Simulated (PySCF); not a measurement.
```yaml
atoms:
  - { symbol: C, position_ang: [2.7183, -0.2378, -0.2820] }
  - { symbol: P, position_ang: [1.1743, -0.8642, -0.3138] }
  - { symbol: C, position_ang: [0.2318, 0.5794, 0.2454] }
  - { symbol: C, position_ang: [-1.0907, 0.6044, 0.3975] }
  - { symbol: C, position_ang: [-2.0134, -0.5337, 0.1391] }
  - { symbol: H, position_ang: [3.5521, -0.8567, -0.5671] }
  - { symbol: H, position_ang: [2.9532, 0.7727, 0.0122] }
  - { symbol: H, position_ang: [0.8144, 1.4675, 0.4633] }
  - { symbol: H, position_ang: [-1.5675, 1.5176, 0.7382] }
  - { symbol: H, position_ang: [-2.5642, -0.7819, 1.0464] }
  - { symbol: H, position_ang: [-2.7442, -0.2581, -0.6213] }
  - { symbol: H, position_ang: [-1.4630, -1.4098, -0.1955] }
```

Geometry: GFN2-xTB.

Method: PBE0/pcSseg-1, SCF density, gas phase, non-relativistic (PySCF).

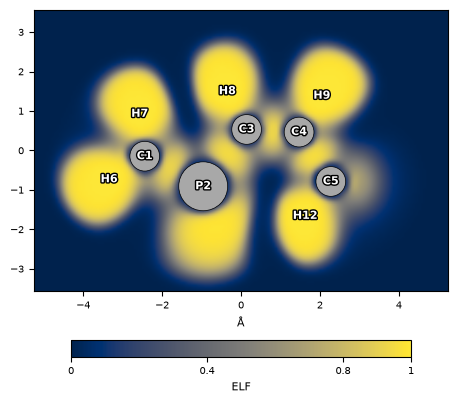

C₄H₇P (SMILES C=P/C=C\C). ELF on the plane of atoms C3, C4 and C5. Grey discs cover the atomic cores.

> Describe what can be read from this map.

The section cuts through C, P and H sites.
C–C (1.33 Å): the ELF peaks at about 0.90 between the atoms: a short, multiple covalent bond.
C–P (1.67 Å): the ELF peaks at about 0.90 between the atoms; localised, covalent bonding.
C–H (1.08 Å): the ELF climbs to about 1 towards the hydrogen, as it does in any bond to H: an ordinary covalent bond to hydrogen.
C–C (1.49 Å): the ELF peaks at about 0.95 between the atoms: localised, covalent bonding.
C–P (1.81 Å): the ELF peaks at about 0.95 between the atoms; a covalent bond.
The ELF also peaks beside P2, away from the bonds: lone-pair regions.
